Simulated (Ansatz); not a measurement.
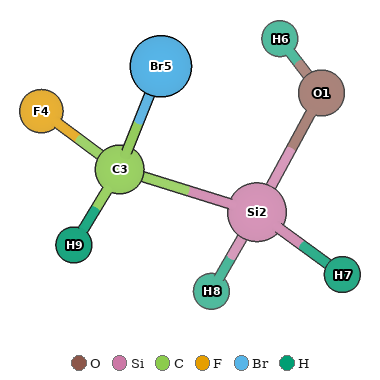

The system is CH₄BrFOSi, SMILES O[SiH2]C(F)Br; the picture shows the reference structure. The first coordinate is: angle H6–O1–Si2; the second: dihedral H6–O1–Si2–C3. Nothing is relaxed (all other coordinates rigid). The scan uses a 13 × 12 grid. Energies: kcal/mol, counted from the relaxed molecule at the same level. Level of theory: Ansatz 0.2.0, RHF/def2-SVP.

Its coordinates:

```tsv
atom	x (Å)	y (Å)	z (Å)
O	-1.7662	0.4271	0.3601
Si	-0.6074	-0.6369	-0.0981
C	1.1081	0.2122	-0.1386
F	1.3982	0.6767	1.1013
Br	1.1498	1.7054	-1.3934
H	-1.7162	0.8910	1.1813
H	-0.9288	-1.1313	-1.4433
H	-0.4658	-1.7489	0.8676
H	1.9168	-0.4416	-0.4541
```

Range: angle H6–O1–Si2 from 76.6 to 166.6°; dihedral H6–O1–Si2–C3 from −180 to 150°.

What will the energy surface look like?

The lowest grid point is at angle H6–O1–Si2 = 121.6°, dihedral H6–O1–Si2–C3 = −60°, 0.0 kcal/mol from the relaxed molecule at the same level. There is a further well near angle H6–O1–Si2 = 121.6°, dihedral H6–O1–Si2–C3 = 60° (0.11 kcal/mol above the lowest at that grid point). The highest grid point, angle H6–O1–Si2 = 76.6°, dihedral H6–O1–Si2–C3 = 0°, lies 26.6 kcal/mol above the lowest. On the interpolated surface the easiest way out of the lowest well to the well at angle H6–O1–Si2 = 121.6°, dihedral H6–O1–Si2–C3 = 60° passes a barrier of about 0.49 kcal/mol. Round the minimum the two coordinates are nearly uncoupled.

```tsv
dihedral H6–O1–Si2–C3 ↓, angle H6–O1–Si2 →	76.6	84.1	91.6	99.1	106.6	114.1	121.6	129.1	136.6	144.1	151.6	159.1	166.6
150	25.9	16.9	10.6	6.3	3.6	2.2	1.8	2.1	2.9	4.0	5.1	6.1	6.8
120	25.5	16.5	10.1	5.7	3.0	1.6	1.2	1.5	2.4	3.6	4.8	5.9	6.7
90	24.7	15.7	9.2	4.8	2.1	0.8	0.4	0.9	1.8	3.1	4.4	5.6	6.5
60	24.6	15.4	8.8	4.5	1.8	0.4	0.1	0.6	1.6	2.8	4.2	5.4	6.4
30	25.7	16.3	9.6	5.0	2.2	0.7	0.3	0.7	1.6	2.7	4.0	5.3	6.3
0	26.6	17.1	10.3	5.6	2.6	1.0	0.5	0.8	1.6	2.7	4.0	5.2	6.2
−30	25.8	16.4	9.7	5.1	2.2	0.7	0.2	0.5	1.4	2.5	3.9	5.1	6.2
−60	25.2	15.9	9.3	4.8	1.9	0.4	0.0	0.4	1.3	2.5	3.9	5.2	6.2
−90	25.4	16.3	9.7	5.2	2.4	0.8	0.4	0.7	1.6	2.8	4.1	5.4	6.4
−120	25.8	16.9	10.4	6.0	3.2	1.6	1.2	1.4	2.3	3.4	4.6	5.7	6.6
−150	26.0	17.1	10.7	6.4	3.7	2.3	1.8	2.1	2.8	3.9	5.0	6.0	6.7
−180	25.9	17.0	10.7	6.4	3.8	2.4	2.0	2.3	3.1	4.1	5.2	6.1	6.8
```

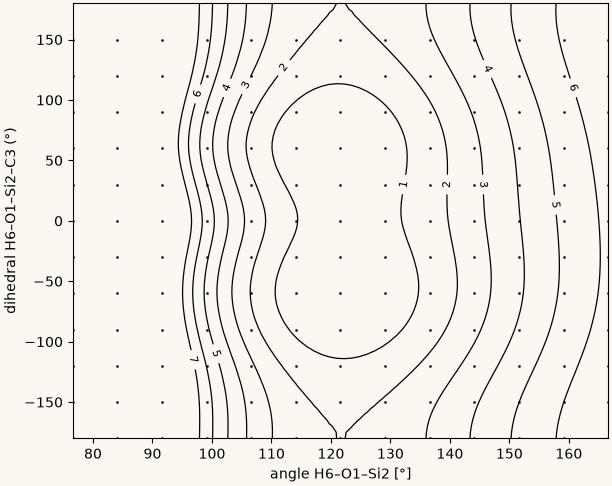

Drawn: contour lines labelled in kcal/mol (none above 7), dots at the grid points. Between grid points the surface is interpolated.

Time for the 156 points that were run: 9.2 min on 1 thread of Arm Neoverse V1 (shared host).
